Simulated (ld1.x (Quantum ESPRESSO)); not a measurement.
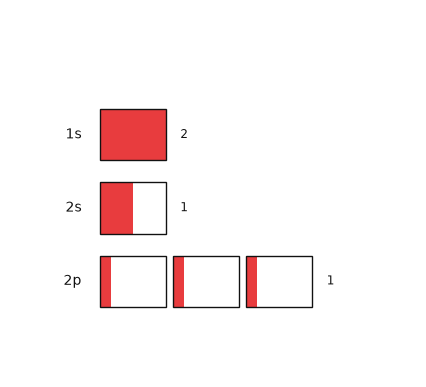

*The valence shells of the reference configuration: a box for each of the 2l + 1 orbitals, shaded by the share of the shell that is filled, with the electron count at the right. The shells are those of the unaltered input.*

# Pseudopotential generation, with input and output: Be

Beryllium (Be, Z = 4), core none, reference valence 1s2 2s1 2p1, valence charge 4. (This line and the method describe the unaltered input from which the odd one was made.) Computed at this level: RRKJ potential, PBEsol, scalar-relativistic, made with ld1.x (Quantum ESPRESSO) 7.5.

The input:
```
 &input
   title='Be', zed=4., rel=1, dft='PBESOL', iswitch=3, lsd=1,
   config='[He] 2s1 2p1 3d-2',
   nld=3, rlderiv=4.30, eminld=-10.0, emaxld=5.0, deld=0.04
 /
 &inputp
   pseudotype=2, tm=.false., rho0=0.02, lloc=-1, rcloc=3.95,
   nlcc=.false.,
   file_pseudopw='Be.UPF', file_wfcaegen='ae.wfc', file_wfcncgen='nc.wfc', file_beta='beta', file_chi='chi'
 /
3
1S  1  0   2.00   0.00  0.35  0.35  0.0
2P  2  1   1.00   0.00  3.95  3.95  0.0
3D  3  2  -2.00   0.05  3.55  3.55  0.0
 &test
   configts(1)='1s2 2s1 2p1'
 /
```

Hardware: 1 CPU thread, shared host.

Launched with:
```bash
ld1.x < Be.in > Be.out
```

Log:
```
     Program LD1 v.7.5
     --------------------------- All-electron run ----------------------------

     Be
     scalar relativistic calculation

     atomic number is  4.00
     dft =PBESOL   lsd =0 sic =0 latt =0  beta=0.20 tr2=1.0E-14
     Exchange-correlation= PBESOL
                           (   1   4  10   8   0   0   0)
     mesh =1041 r(mesh) = 100.85720 a.u. xmin = -7.00 dx = 0.01250
     1 Ry =  13.60569312 eV, c = 137.03599908

     n l     nl                  e(Ry)          e(Ha)          e(eV)
     1 0     1S 1( 2.00)        -7.8558        -3.9279      -106.8840
     2 0     2S 1( 1.00)        -0.4487        -0.2244        -6.1052
     2 1     2P 1( 1.00)        -0.1834        -0.0917        -2.4957

     final scf error:  1.0E-15 reached in  19 iterations

     Etot =     -28.806316 Ry,     -14.403158 Ha,    -391.929902 eV

     Ekin =      28.650010 Ry,      14.325005 Ha,     389.803245 eV
     Encl =     -66.285238 Ry,     -33.142619 Ha,    -901.856606 eV
     Eh   =      13.966516 Ry,       6.983258 Ha,     190.024135 eV
     Exc  =      -5.137605 Ry,      -2.568802 Ha,     -69.900675 eV

     normalization and overlap integrals

     s(1S/1S) =  1.000000  <r> =   0.4215  <r2> =    0.2423  r(max) =   0.2661
     s(2S/2S) =  1.000000  <r> =   2.5838  <r2> =    8.0012  r(max) =   2.0415
     s(2P/2P) =  1.000000  <r> =   3.1093  <r2> =   12.2638  r(max) =   2.2563

     ------------------------ End of All-electron run ------------------------

     --------------------- Generating NC pseudopotential ---------------------

      Generating local potential from pseudized AE potential:
      Matching radius rcloc =   3.9500

      Local pseudo, rcloc= 3.911 Estimated cut-off energy=     1.59 Ry

      Wfc   1S  rcut= 0.346  Estimated cut-off energy=      379.98 Ry
      Using 4 Bessel functions for this wfc, rho(0) = 0.020
      This function has    0 nodes for 0 < r <    0.346

      Wfc   2P  rcut= 3.911  Estimated cut-off energy=       11.63 Ry
      This function has    0 nodes for 0 < r <    3.911

      Wfc   3D  rcut= 3.539  Estimated cut-off energy=       17.77 Ry
      This function has    0 nodes for 0 < r <    3.539

     ------------------- End of pseudopotential generation -------------------

     --------------------------- All-electron run ----------------------------

     Be
     scalar relativistic calculation

     atomic number is  4.00
     dft =PBESOL   lsd =0 sic =0 latt =0  beta=0.20 tr2=1.0E-14
     Exchange-correlation= PBESOL
                           (   1   4  10   8   0   0   0)
     mesh =1041 r(mesh) = 100.85720 a.u. xmin = -7.00 dx = 0.01250
     1 Ry =  13.60569312 eV, c = 137.03599908

     n l     nl                  e(Ry)          e(Ha)          e(eV)
     1 0     1S 1( 2.00)        -7.8558        -3.9279      -106.8840
     2 0     2S 1( 1.00)        -0.4487        -0.2244        -6.1052
     2 1     2P 1( 1.00)        -0.1834        -0.0917        -2.4957

     final scf error:  1.0E-15 reached in  19 iterations

     Etot =     -28.806316 Ry,     -14.403158 Ha,    -391.929902 eV

     Ekin =      28.650010 Ry,      14.325005 Ha,     389.803245 eV
     Encl =     -66.285238 Ry,     -33.142619 Ha,    -901.856606 eV
     Eh   =      13.966516 Ry,       6.983258 Ha,     190.024135 eV
     Exc  =      -5.137605 Ry,      -2.568802 Ha,     -69.900675 eV

     normalization and overlap integrals

     s(1S/1S) =  1.000000  <r> =   0.4215  <r2> =    0.2423  r(max) =   0.2661
     s(2S/2S) =  1.000000  <r> =   2.5838  <r2> =    8.0012  r(max) =   2.0415
     s(2P/2P) =  1.000000  <r> =   3.1093  <r2> =   12.2638  r(max) =   2.2563

     ------------------------ End of All-electron run ------------------------

     Computing logarithmic derivative in   4.29510

       Warning: n=1, l=0 expected 0 nodes, found 1
       Setting wfc to zero for this iteration
       (This warning will only be printed once per wavefunction)

     Computing logarithmic derivative in   4.29510
     Computing the partial wave expansion
     R is outside the sphere for l=    0 j= 0.00
     R is outside the sphere for l=    1 j= 0.00
     R is outside the sphere for l=    2 j= 0.00

     ---------------------- Testing the pseudopotential ----------------------

     Be
     scalar relativistic calculation

     atomic number is  4.00   valence charge is  4.00
     dft =PBESOL   lsd =0 sic =0 latt =0  beta=0.20 tr2=1.0E-14
     mesh =1041 r(mesh) = 100.85720 xmin = -7.00 dx = 0.01250

     n l     nl             e AE (Ry)        e PS (Ry)    De AE-PS (Ry)
     1 0     1S   1( 2.00)       -7.85583       -7.85583        0.00000
     2 0     2S   1( 1.00)       -0.44872       -0.25426       -0.19446  !
     2 1     2P   1( 1.00)       -0.18343       -0.18343        0.00000

     eps = 4.8E-15  iter = 78

     Etot =     -28.806316 Ry,     -14.403158 Ha,    -391.929902 eV
     Etotps =   -27.632279 Ry,     -13.816140 Ha,    -375.956313 eV

     Ekin =      36.015807 Ry,      18.007903 Ha,     490.020015 eV
     Encl =     -23.126551 Ry,     -11.563276 Ha,    -314.652757 eV
     Ehrt =      12.914835 Ry,       6.457418 Ha,     175.715282 eV
     Ecxc =      -4.976277 Ry,      -2.488138 Ha,     -67.705693 eV
     Epseu=     -48.460093 Ry,     -24.230047 Ha,    -659.333160 eV

     ---------------------- End of pseudopotential test ----------------------
```

Outcome:

- outcome: generated; the pseudo-atom misses its reference levels by up to 2.65 eV (2s, which has no pseudo-wave of its own); ld1.x warns of wrong node counts
- reference test: the pseudo-atom misses its own reference levels by up to 2.65 eV

What is odd here:

The input is odd on purpose: spin polarisation asked for in a generation. The program ran to the end. The all-electron atom is untouched: its total energy equals that from the unaltered input (−28.8063 Ry). The pseudo-atom's energy and levels in the reference configuration are also those from the unaltered input, so the oddity leaves no trace there. The pseudo-atom misses the all-electron 2s level by 0.194 Ry, much as with the unaltered input. No test for ghost states or cutoffs was run on this potential, so its soundness isn't shown. ld1.x warns that it found 1 node in place of 0 for 1s. It picks states by counting nodes, so it can end on another state than the one meant. The reference test prints no difference at all for 1s, which can mean that ld1.x kept the all-electron value without solving for the state.
